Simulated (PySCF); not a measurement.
## Electronic structure of C3H7N3Si in real space

```xyz
14

C     2.6157   -0.2856   -0.0178
N     1.2480    0.1332   -0.0571
N     0.8993    1.3641   -0.3539
C    -0.4222    1.3511   -0.3194
C    -0.8531    0.0546    0.0112
Si   -2.5785   -0.6331    0.2350
N     0.2472   -0.6811    0.1668
H     2.9316   -0.6543   -0.9965
H     3.2317    0.5680    0.2576
H     2.7182   -1.0848    0.7136
H    -0.9986    2.2300   -0.5203
H    -3.0769   -0.2472    1.5589
H    -2.5366   -2.0858    0.0982
H    -3.4264   -0.0297   -0.7984
```

Geometry: GFN2-xTB.

Level of theory: PBE0/pcSseg-1, SCF density, gas phase, non-relativistic (PySCF).

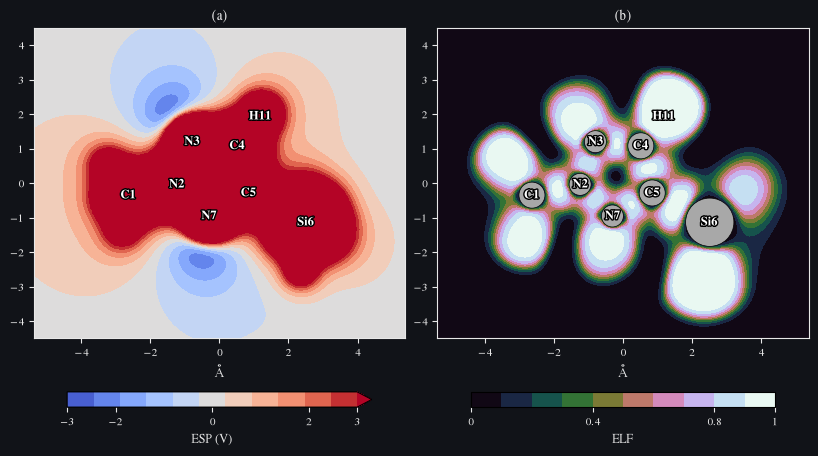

Figure 1. (a) molecular electrostatic potential; (b) ELF on the plane of atoms N3, C4 and C5. Grey discs cover the atomic cores in the ELF map.

Q: Interpret the plot.

A: The section cuts through C, N, Si and H sites. N–N (1.31 Å): the ELF peaks at about 0.90 between the atoms; a covalent bond. C–N (1.32 Å): the ELF peaks at about 0.90 between the atoms (a covalent bond). C–C (1.41 Å): the ELF peaks at about 0.95 between the atoms; localised, covalent bonding. C–Si (1.87 Å): the ELF peaks at about 1 between the atoms (a shared electron pair). C–H (1.07 Å): the ELF climbs to about 1 towards the hydrogen, as it does in any bond to H: an ordinary covalent bond to hydrogen. The ELF also peaks beside N7 and N3, away from the bonds: lone-pair regions. Outside the dense part of the molecule the potential is most negative (−2.2 V) near N7.

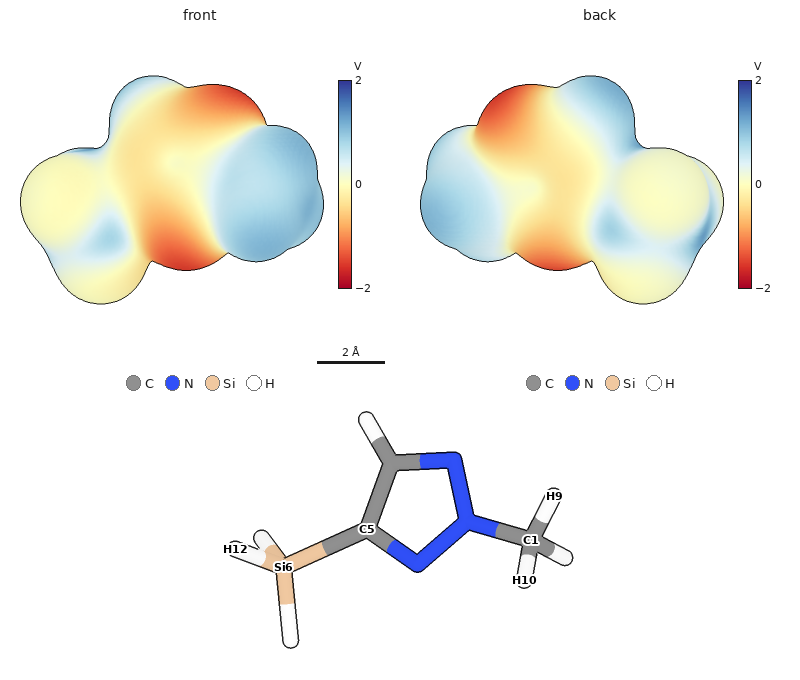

Figure 2. The electrostatic potential painted on the density surface at 0.002 e/bohr³, seen from the front and from behind; the colour scale runs from red (negative) to blue (positive). The bare structure is drawn below in the same view.

Q: Describe the electrostatic potential map.

A: The most negative region (about −1.5 V) lies over N3 and N7, the most positive (about +1.2 V) over Si6.
